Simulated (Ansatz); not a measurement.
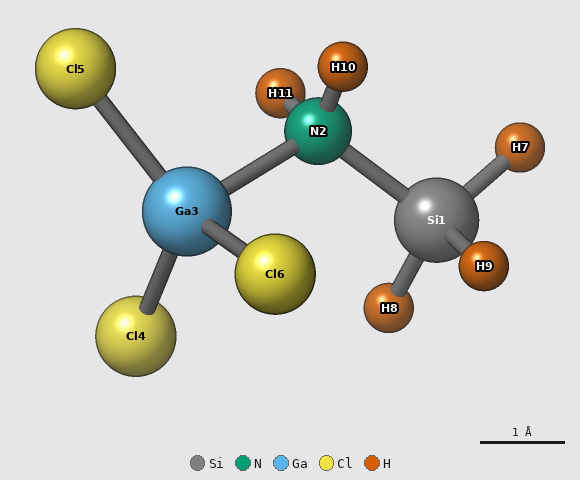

This is the input geometry for a relaxation of GaSiNH5Cl3. The picture is a ball-and-stick view, seen at a tilt.

The start comes from PBE-D4/def2-SVP.

Theory: RKS PBE0-D4/def2-TZVP in Ansatz 0.2.0.

Input
```yaml
crystal:
  periodic: [false, false, false]
  atoms:
    - {symbol: Si, position_ang: [-0.051504, -1.303003, 1.030757]}
    - {symbol: N, position_ang: [0.702993, -0.211515, -0.235347]}
    - {symbol: Ga, position_ang: [-0.448878, 1.433075, -0.844927]}
    - {symbol: Cl, position_ang: [-2.222348, 0.433507, -1.620419]}
    - {symbol: Cl, position_ang: [0.915511, 2.297836, -2.306072]}
    - {symbol: Cl, position_ang: [-0.680672, 2.495029, 1.043131]}
    - {symbol: H, position_ang: [0.918730, -2.412341, 1.316733]}
    - {symbol: H, position_ang: [-1.314319, -1.818439, 0.425755]}
    - {symbol: H, position_ang: [-0.273406, -0.442646, 2.229492]}
    - {symbol: H, position_ang: [1.596529, 0.193783, 0.087293]}
    - {symbol: H, position_ang: [0.922564, -0.722186, -1.105795]}
basis:
  gaussian: {orbitals: def2-TZVP}
hamiltonian: {xc: pbe0, dispersion: d4}
relax: {f_tol: 0.005, max_steps: 150}
```

Run as
```bash
ansatz run in.yaml --threads 4 --pin off --events-out ev --progress --plain --max-ram 11315MiB
```

Q: Predict the outcome.

A: Over 5 geometry steps the energy falls by 0.045 eV. The largest force component goes from 0.54 to 0.0033 eV/Å. Cl4 moves most after the best rigid fit: 0.048 Å. Largest moves by element: Cl 0.048 Å, H 0.043 Å, N 0.029 Å, Ga 0.015 Å, Si 0.013 Å. Among the contacts that change: Si1–N2 1.834 → 1.804 Å, N2–Ga3 2.098 → 2.074 Å, Ga3–Cl4 2.178 → 2.155 Å, Si1–H7 1.501 → 1.483 Å. The run took 65 s on 4 threads of Arm Neoverse V2, with other jobs on the host.

The structure at the end:

```xyz
11

Si   -0.0397   -1.3023    1.0248
N     0.6770   -0.2129   -0.2221
Ga   -0.4424    1.4210   -0.8387
Cl   -2.2081    0.4766   -1.6354
Cl    0.9241    2.2650   -2.2797
Cl   -0.6837    2.5131    1.0036
H     0.9385   -2.3847    1.2905
H    -1.2854   -1.8374    0.4450
H    -0.2599   -0.4737    2.2246
H     1.5574    0.1911    0.0920
H     0.8872   -0.7128   -1.0839
```
